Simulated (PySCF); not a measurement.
# OCS (carbonyl sulfide): levels of theory compared

Aim: a comparison of 6 runs (HF/STO-3G, HF/3-21G, HF/def2-SVP, PBE0/def2-SVP, B3LYP/6-31G*, PBE/def2-TZVP) of OCS (carbonyl sulfide). Input form: a Python script.

Program for the calculation: PySCF 2.14.0.

## (1) The molecule

OCS has 3 atoms, charge 0, and is taken as a singlet. As SMILES, `O=C=S`. The shape is that of a PBE0-D4/def2-TZVP optimisation.

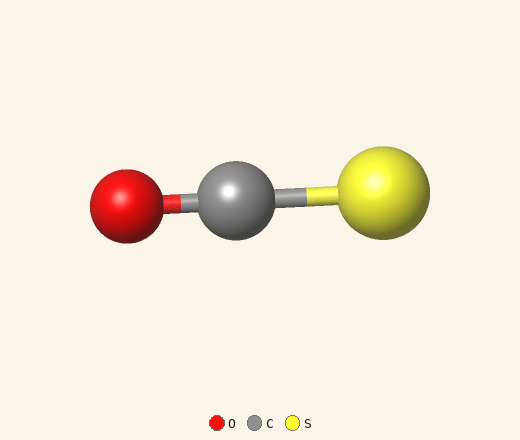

Viewed from a chosen angle; oxygen red, carbon grey, sulfur yellow.

## (2) Energy and gradient at HF/STO-3G (run 1)

Contents of input.py:

```python
from pyscf import gto, scf

mol = gto.Mole()
mol.atom = '''
O      0.921990     0.684410     0.582150
C      0.096740     0.071800     0.061080
S     -1.018720    -0.756210    -0.643230
'''
mol.basis = 'sto-3g'
mol.verbose = 3
mol.max_memory = 1860
mol.build()

myscf = scf.RHF(mol)
myscf.conv_tol = 1e-10
myscf.kernel()
if not myscf.converged:
    myscf = myscf.newton().run(myscf.mo_coeff, myscf.mo_occ)

e_tot = myscf.e_tot
print(f'total energy: {e_tot:.8f} hartree')
grad = myscf.nuc_grad_method().kernel()
myscf.analyze()
```

Launch:

```
$ OMP_NUM_THREADS=1 python input.py
```

Output:

```text
converged SCF energy = -504.402539766985
total energy: -504.40253977 hartree
--------------- RHF gradients ---------------
         x                y                z
0 O    -0.0436175163    -0.0323773411    -0.0275404310
1 C     0.0493347949     0.0366202883     0.0311503300
2 S    -0.0057172786    -0.0042429472    -0.0036098990
----------------------------------------------
**** MO energy ****
MO #1   energy= -90.7246283848306  occ= 2
MO #2   energy= -20.3895678492098  occ= 2
MO #3   energy= -11.1805301078199  occ= 2
MO #4   energy= -8.63512682182931  occ= 2
MO #5   energy= -6.26764368086972  occ= 2
MO #6   energy= -6.26275132784643  occ= 2
MO #7   energy= -6.26275132784636  occ= 2
MO #8   energy= -1.4279637598948   occ= 2
MO #9   energy= -0.984676415882481 occ= 2
MO #10  energy= -0.651872975381617 occ= 2
MO #11  energy= -0.572893916581447 occ= 2
MO #12  energy= -0.57289391657845  occ= 2
MO #13  energy= -0.497282274673139 occ= 2
MO #14  energy= -0.276938587057051 occ= 2
MO #15  energy= -0.276938587054038 occ= 2
MO #16  energy= 0.284775215482135  occ= 0
MO #17  energy= 0.284775215567747  occ= 0
MO #18  energy= 0.50303024533499   occ= 0
MO #19  energy= 1.11898448471094   occ= 0
 ** Mulliken atomic charges  **
charge of    0O =     -0.09751
charge of    1C =      0.09139
charge of    2S =      0.00611
Dipole moment(X, Y, Z, Debye): -0.04696, -0.03488, -0.02965
```

It took 0.8 s on 1 thread of Arm Neoverse V2, shared host; peak memory 0.12 GiB.

## (3) Energy and forces at HF/3-21G (run 2)

Contents of mol.xyz:

```xyz
3
COS
O      0.921990     0.684410     0.582150
C      0.096740     0.071800     0.061080
S     -1.018720    -0.756210    -0.643230
```

Contents of run.py:

```python
import pyscf.grad
from pyscf import gto, scf

mol = gto.M(
    atom='mol.xyz',
    charge=0,
    max_memory=1860,
    verbose=4,
    basis='3-21g',
)

hf = scf.RHF(mol)
hf.conv_tol = 1e-10
hf.kernel()
if not hf.converged:
    hf = hf.newton().run(hf.mo_coeff, hf.mo_occ)

e_tot = hf.e_tot
print(f'total energy: {e_tot:.8f} hartree')
grad = hf.Gradients().kernel()
dip = hf.dip_moment()
pop, q = hf.mulliken_pop()
```

Launch:

```
$ OMP_NUM_THREADS=1 python run.py
```

Output:

```text
PySCF version 2.14.0

[INPUT] num. atoms = 3
[INPUT] num. electrons = 30
[INPUT] charge = 0
[INPUT] spin (= nelec alpha-beta = 2S) = 0
[INPUT] symmetry False subgroup None
[INPUT] Mole.unit = angstrom
[INPUT] Symbol           X                Y                Z      unit          X                Y                Z       unit  Magmom
[INPUT]  1 O      0.921990000000   0.684410000000   0.582150000000 AA    1.742308589588   1.293347456914   1.100104063416 Bohr   0.0
[INPUT]  2 C      0.096740000000   0.071800000000   0.061080000000 AA    0.182812105290   0.135682335744   0.115424471688 Bohr   0.0
[INPUT]  3 S     -1.018720000000  -0.756210000000  -0.643230000000 AA   -1.925101797617  -1.429029792657  -1.215528535104 Bohr   0.0

[... 46 lines left out ...]
converged SCF energy = -507.663655793879
total energy: -507.66365579 hartree
[... 9 lines left out ...]
Dipole moment(X, Y, Z, Debye):  0.04960,  0.03679,  0.03132
[... 35 lines left out ...]
charge of    2S =      0.27822
```

Run time: 0.79 s. Hardware: 1 thread of Arm Neoverse V2, shared host; peak memory 0.12 GiB.

Runs 3 to 5 aren't shown in full; the table further down has their settings and results.

## (4) Energy and forces at PBE/def2-TZVP (run 6)

mol.xyz is that of step 3.

Contents of job.py:

```python
# O=C=S
from pyscf import gto, dft

mol = gto.Mole()
mol.atom = 'mol.xyz'
mol.basis = 'def2-tzvp'
mol.spin = 0
mol.verbose = 4
mol.max_memory = 1860
mol.build()

ks = dft.RKS(mol)
ks.xc = 'pbe'
ks.conv_tol = 1e-10
ks.grids.level = 5
ks.kernel()
if not ks.converged:
    ks = ks.newton().run(ks.mo_coeff, ks.mo_occ)

e_tot = ks.e_tot
print(f'total energy: {e_tot:.8f} hartree')
grad = ks.nuc_grad_method().kernel()
dip = ks.dip_moment()
pop, q = ks.mulliken_pop()
```

Launch:

```
$ OMP_NUM_THREADS=1 python job.py
```

Output:

```text
PySCF version 2.14.0

[INPUT] num. atoms = 3
[INPUT] num. electrons = 30
[INPUT] charge = 0
[INPUT] spin (= nelec alpha-beta = 2S) = 0
[INPUT] symmetry False subgroup None
[INPUT] Mole.unit = angstrom
[INPUT] Symbol           X                Y                Z      unit          X                Y                Z       unit  Magmom
[INPUT]  1 O      0.921990000000   0.684410000000   0.582150000000 AA    1.742308589588   1.293347456914   1.100104063416 Bohr   0.0
[INPUT]  2 C      0.096740000000   0.071800000000   0.061080000000 AA    0.182812105290   0.135682335744   0.115424471688 Bohr   0.0
[INPUT]  3 S     -1.018720000000  -0.756210000000  -0.643230000000 AA   -1.925101797617  -1.429029792657  -1.215528535104 Bohr   0.0

[... 65 lines left out ...]
converged SCF energy = -511.317317399075
total energy: -511.31731740 hartree
[... 10 lines left out ...]
Dipole moment(X, Y, Z, Debye): -0.47941, -0.35588, -0.30270
[... 103 lines left out ...]
charge of    2S =     -0.13023
```

Wall time 16 s (1 thread of Arm Neoverse V2, shared host); peak memory 0.96 GiB.

## (5) Overview of the runs

| run | level | integration grid | Cartesian functions | energy (Eh) | dipole moment (D) | HOMO energy (eV) | LUMO energy (eV) | wall time |
| --- | --- | --- | --- | --- | --- | --- | --- | --- |
| 1 | HF/STO-3G | – | no | -504.402540 | 0.07 | -7.54 | 7.75 | 0.8 s |
| 2 | HF/3-21G | – | no | -507.663656 | 0.07 | -11.35 | 3.35 | 0.79 s |
| 3 | HF/def2-SVP | – | no | -510.062221 | 0.62 | -11.40 | 3.45 | 1.1 s |
| 4 | PBE0/def2-SVP | 5 | no | -511.066337 | 0.53 | -8.60 | -0.55 | 4.8 s |
| 5 | B3LYP/6-31G* (Cartesian functions) | 5 | yes | -511.534924 | 0.41 | -8.29 | -0.77 | 6.3 s |
| 6 | PBE/def2-TZVP | 5 | no | -511.317317 | 0.67 | -7.44 | -1.79 | 16 s |

## (6) Results

| quantity | value |
| --- | --- |
| run 6: total energy | -511.31732 Eh |
| run 6: dipole moment | 0.67 D |
| run 6: HOMO energy | -7.44 eV |
| run 6: LUMO energy | -1.79 eV |
| run 6: HOMO–LUMO gap | 5.64 eV |
| run 6: largest force on an atom | 1.732 eV/Å |

**Reading.** The dipole moment (its size) runs from 0.07 D (HF/STO-3G) to 0.67 D (PBE/def2-TZVP). The two ends differ in method and basis. The HOMO–LUMO gap runs from 5.64 eV (PBE/def2-TZVP) to 15.29 eV (HF/STO-3G). Totals of different functionals can't be ranked against each other. In run 1 the basis is minimal, so the values are rough. All runs together took 30 s, the longest 16 s.
